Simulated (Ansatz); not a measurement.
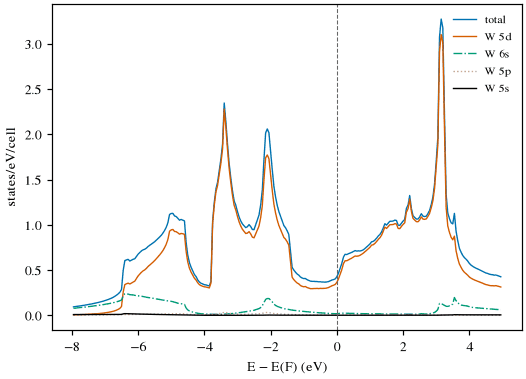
Figure. Total and projected density of states of W (bcc (W type), space group No. 229), plane-wave PAW LDA (Ansatz code)

Question: Which orbitals carry the states next to the Fermi level?

Answer: Within 0.5 eV of the Fermi level: W 5d 87 %, outside the projected shells 8 %. Projections are on Löwdin-orthogonalised atomic valence shells; empty p or d shells of many metals are not among them.

Question: Where is the tallest occupied peak in this window, and what makes it?

Answer: Near -3.4 eV, about 2.3 states/eV per cell; the largest projected share is W 5d.

Space group Im-3m (bcc (W type)). The LDA relaxation kept the symmetry of its start. No spin polarisation was allowed. Scalar-relativistic: spin–orbit coupling is off unless named, which matters more the heavier the elements.

Potentials: the earlier of the program's two PAW sets. The files were generated under PBE; for other functionals the program regenerates the frozen cores, and for LDA and PBEsol the local potential too.
